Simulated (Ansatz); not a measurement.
**CH7GeNO: small, medium and large basis sets**

How large a basis does CH7GeNO need? Two functionals are run in growing sets.

Method: one geometry, several basis sets; program: Ansatz 0.2.0, Gaussian basis.

Levels to be run: PBE0-D4/def2-SVP; ωB97M-V/def2-SVP; PBE0-D4/def2-QZVPP; ωB97M-V/def2-QZVPP; the functionals' def2-TZVPP values are taken from earlier runs.

### Step 1. Structure used throughout

All runs share one geometry, relaxed beforehand with PBE0-D4 in a triple-zeta def2 set.

SMILES `[CH3][GeH]([NH2])[OH]`, 11 atoms, charge 0, spin multiplicity 1.

Atoms are counted from 1 here; the program's logs count them from 0.

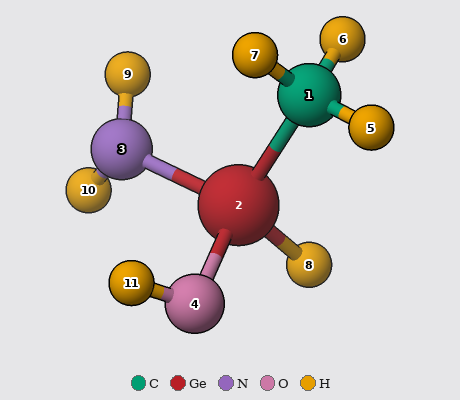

The geometry (carbon teal, germanium red, nitrogen purple, oxygen pink, hydrogen amber); atoms are numbered from 1 in the order of the file.

Coordinates:

| atom | x (Å) | y (Å) | z (Å) |
| --- | --- | --- | --- |
| C1 | -0.9773 | 0.9440 | -0.7279 |
| Ge2 | -0.2065 | -0.5205 | 0.2885 |
| N3 | 1.3948 | 0.0659 | 0.9675 |
| O4 | 0.1840 | -1.9101 | -0.7570 |
| H5 | -1.8380 | 0.5873 | -1.2948 |
| H6 | -1.3051 | 1.7479 | -0.0659 |
| H7 | -0.2384 | 1.3410 | -1.4260 |
| H8 | -1.1762 | -1.1284 | 1.3209 |
| H9 | 1.4346 | 1.0481 | 1.1980 |
| H10 | 1.7783 | -0.4707 | 1.7319 |
| H11 | 1.0155 | -1.7615 | -1.2146 |

### Step 2. PBE0-D4 in def2-SVP

Input file in.yaml:

```yaml
crystal:
  periodic: [false, false, false]
  atoms:
    - {symbol: C, position_ang: [-0.977322, 0.943975, -0.727887]}
    - {symbol: Ge, position_ang: [-0.206496, -0.520481, 0.288549]}
    - {symbol: N, position_ang: [1.394752, 0.065860, 0.967451]}
    - {symbol: O, position_ang: [0.184031, -1.910113, -0.757002]}
    - {symbol: H, position_ang: [-1.838026, 0.587301, -1.294780]}
    - {symbol: H, position_ang: [-1.305141, 1.747895, -0.065917]}
    - {symbol: H, position_ang: [-0.238403, 1.341035, -1.425966]}
    - {symbol: H, position_ang: [-1.176232, -1.128393, 1.320906]}
    - {symbol: H, position_ang: [1.434575, 1.048076, 1.198023]}
    - {symbol: H, position_ang: [1.778257, -0.470683, 1.731926]}
    - {symbol: H, position_ang: [1.015504, -1.761474, -1.214605]}
basis:
  gaussian: {orbitals: def2-SVP}
hamiltonian: {xc: pbe0, dispersion: d4}
output: {orbitals: {seedname: orbitals}}
```

Launch:

```sh
> ansatz run in.yaml --threads 4 --pin off --events-out ev --progress --plain --max-ram 10444MiB
```

Log:

```text
Functional definition: PBE0
  name "PBE0"
  cite "Adamo & Barone, J. Chem. Phys. 110, 6158 (1999) doi:10.1063/1.478522"
  cite "Perdew, Burke & Ernzerhof, Phys. Rev. Lett. 77, 3865 (1996) doi:10.1103/PhysRevLett.77.3865"
  parent pbe
  parameter a = 0.25
  parameter kappa = 0.804
  parameter beta = 0.06672455060314922
  exchange = (1 - a)*pbe_x(kappa = kappa, mu = beta*pi^2/3) + a*exact_x
  correlation = pbe_c(beta = beta)
1098 factors; integrals over basis functions are off by at most 1.2e-3 eV
mean field evaluation 1: about -61173.1098 eV, gradient 7.6e1 eV
mean field evaluation 2: about -61162.7359 eV, gradient 1.0e2 eV
mean field evaluation 4: about -61184.3230 eV, gradient 4.1e0 eV
mean field evaluation 8: about -61184.5073 eV, gradient 3.1e-1 eV
mean field evaluation 16: about -61184.5075 eV, gradient 3.4e-5 eV
mean field -61184.50749008 eV, -2248.4891779117 hartree, gradient 3.4e-5 eV, S^2 0.000000; 0 other end points of the search recorded, 0 dependent functions left out
reference -61184.50751747 eV, -2248.4891789184 hartree; 30, 30 occupied and 79, 79 virtual orbitals, 1098 factors
Total energy: -61184.67079125 eV, -2248.4951791190 hartree
```

It took 0.9 s on 4 threads of INTEL XEON PLATINUM 8581C at 2.30GHz, shared host; peak memory 0.43 GiB.

### Step 3. ωB97M-V in def2-SVP

Edit in.yaml of step 2 so:

```diff
@@ -16,3 +16,3 @@
   gaussian: {orbitals: def2-SVP}
-hamiltonian: {xc: pbe0, dispersion: d4}
+hamiltonian: {xc: {name: wB97M-V}}
 output: {orbitals: {seedname: orbitals}}
```

The command is unchanged.

Log, cut to the lines that bear on the results:

```text
Functional definition: wB97M-V
  name "wB97M-V"
  cite "Mardirossian & Head-Gordon, J. Chem. Phys. 144, 214110 (2016) doi:10.1063/1.4952647"
  cite "Becke, J. Chem. Phys. 107, 8554 (1997) doi:10.1063/1.475007"
  cite "Vydrov & Van Voorhis, J. Chem. Phys. 133, 244103 (2010) doi:10.1063/1.3521275"
  # Of w^i u^j: cxij and so on, Table III.
[...]
  gx(w, u) = 1 - cx + cx01*u + cx10*w
  gss(w, u) = css00 + css04*u^4 + css10*w + css20*w^2 + css43*w^4*u^3
  gos(w, u) = cos00 + cos10*w + (cos20 + cos21*u)*w^2 + (cos60 + cos61*u)*w^6
[...]
      + integral(e_c_pw_mod_opposite_spin*gos(b97_w_opposite, b97_u_opposite)) + vv10(b, c)
1098 factors; integrals over basis functions are off by at most 1.2e-3 eV
303 factors; integrals over basis functions are off by at most 6.8e-6 eV
[...]
mean field -61191.56030132 eV, -2248.7483639441 hartree, gradient 4.3e-5 eV, S^2 0.000000; 0 other end points of the search recorded, 0 dependent functions left out
reference -61191.56034272 eV, -2248.7483654657 hartree; 30, 30 occupied and 79, 79 virtual orbitals, 1098 factors
Total energy: -61191.56034272 eV, -2248.7483654657 hartree
```

Wall time 2.4 s (4 threads of INTEL XEON PLATINUM 8581C at 2.30GHz, shared host); peak memory 0.43 GiB.

### Step 4. PBE0-D4 in def2-QZVPP

Edit in.yaml of step 3 so:

```diff
@@ -15,4 +15,4 @@
 basis:
-  gaussian: {orbitals: def2-SVP}
-hamiltonian: {xc: {name: wB97M-V}}
+  gaussian: {orbitals: "def2-QZVPP.json"}
+hamiltonian: {xc: pbe0, dispersion: d4}
 output: {orbitals: {seedname: orbitals}}
```

Same command.

Log:

```text
Functional definition: PBE0
  name "PBE0"
  cite "Adamo & Barone, J. Chem. Phys. 110, 6158 (1999) doi:10.1063/1.478522"
  cite "Perdew, Burke & Ernzerhof, Phys. Rev. Lett. 77, 3865 (1996) doi:10.1103/PhysRevLett.77.3865"
  parent pbe
  parameter a = 0.25
  parameter kappa = 0.804
  parameter beta = 0.06672455060314922
  exchange = (1 - a)*pbe_x(kappa = kappa, mu = beta*pi^2/3) + a*exact_x
  correlation = pbe_c(beta = beta)
1526 factors; their error is unknown
mean field evaluation 1: about -61183.9077 eV, gradient 9.2e1 eV
mean field evaluation 2: about -61166.0856 eV, gradient 1.3e2 eV
mean field evaluation 4: about -61198.7331 eV, gradient 7.0e0 eV
mean field evaluation 8: about -61198.8371 eV, gradient 2.2e-1 eV
mean field evaluation 16: about -61198.9784 eV, gradient 2.2e-4 eV
mean field -61198.97844190 eV, -2249.0209755823 hartree, gradient 2.2e-5 eV, S^2 0.000000; 0 other end points of the search recorded, 0 dependent functions left out
reference -61198.97847955 eV, -2249.0209769659 hartree; 30, 30 occupied and 440, 440 virtual orbitals, 1526 factors
Total energy: -61199.14175332 eV, -2249.0269771665 hartree
```

Wall time 5.5 s (4 threads of INTEL XEON PLATINUM 8581C at 2.30GHz, shared host); peak memory 1.7 GiB.

### Step 5. ωB97M-V in def2-QZVPP

Edit in.yaml of step 4 so:

```diff
@@ -16,3 +16,3 @@
   gaussian: {orbitals: "def2-QZVPP.json"}
-hamiltonian: {xc: pbe0, dispersion: d4}
+hamiltonian: {xc: {name: wB97M-V}}
 output: {orbitals: {seedname: orbitals}}
```

The command is unchanged.

Log, cut to the lines that bear on the results:

```text
Functional definition: wB97M-V
  name "wB97M-V"
  cite "Mardirossian & Head-Gordon, J. Chem. Phys. 144, 214110 (2016) doi:10.1063/1.4952647"
  cite "Becke, J. Chem. Phys. 107, 8554 (1997) doi:10.1063/1.475007"
  cite "Vydrov & Van Voorhis, J. Chem. Phys. 133, 244103 (2010) doi:10.1063/1.3521275"
  # Of w^i u^j: cxij and so on, Table III.
[...]
  gx(w, u) = 1 - cx + cx01*u + cx10*w
  gss(w, u) = css00 + css04*u^4 + css10*w + css20*w^2 + css43*w^4*u^3
  gos(w, u) = cos00 + cos10*w + (cos20 + cos21*u)*w^2 + (cos60 + cos61*u)*w^6
[...]
      + integral(e_c_pw_mod_opposite_spin*gos(b97_w_opposite, b97_u_opposite)) + vv10(b, c)
1514 factors; their error is unknown
380 factors; integrals over basis functions are off by at most 6.5e-6 eV
[...]
mean field -61206.19558077 eV, -2249.2862005439 hartree, gradient 4.2e-5 eV, S^2 0.000000; 0 other end points of the search recorded, 0 dependent functions left out
reference -61206.19564098 eV, -2249.2862027566 hartree; 30, 30 occupied and 440, 440 virtual orbitals, 1514 factors
Total energy: -61206.19564098 eV, -2249.2862027566 hartree
```

Wall time 11 s (4 threads of INTEL XEON PLATINUM 8581C at 2.30GHz, shared host); peak memory 2 GiB.

### Step 6. Functionals by basis

The def2-TZVPP values come from earlier runs at the same geometry.

| functional | basis | functions | energy (eV) | from the largest (eV) | HOMO (eV) | LUMO (eV) |
| --- | --- | --- | --- | --- | --- | --- |
| PBE0-D4 | def2-SVP | 109 | -61184.6708 | 14.471 | -7.21 | 1.39 |
| PBE0-D4 | def2-TZVPP | 239 | -61197.6195 | 1.522 | -7.45 | 0.75 |
| PBE0-D4 | def2-QZVPP | 470 | -61199.1418 | 0.000 | -7.51 | 0.35 |
| ωB97M-V | def2-SVP | 109 | -61191.5603 | 14.635 | -9.58 | 3.04 |
| ωB97M-V | def2-TZVPP | 239 | -61204.7152 | 1.480 | -9.83 | 2.17 |
| ωB97M-V | def2-QZVPP | 470 | -61206.1956 | 0.000 | -9.89 | 1.53 |

### Step 7. Summary of results

```
                                       quantity           value
PBE0-D4: double and triple zeta above quadruple  14.47, 1.52 eV
ωB97M-V: double and triple zeta above quadruple  14.64, 1.48 eV
```

What this shows: For PBE0-D4 the step from double to triple zeta gains 12.95 eV and the next only 1.52 eV. These are total energies; as a rule much of such shifts cancels in differences, which this series doesn't test. The LUMO of ωB97M-V is positive and keeps falling with the basis (3.04 to 1.53 eV): an unbound level that the basis holds in place.

For PBE0-D4 the largest set took about 6 times as long as the smallest (5.5 s against 0.9 s).
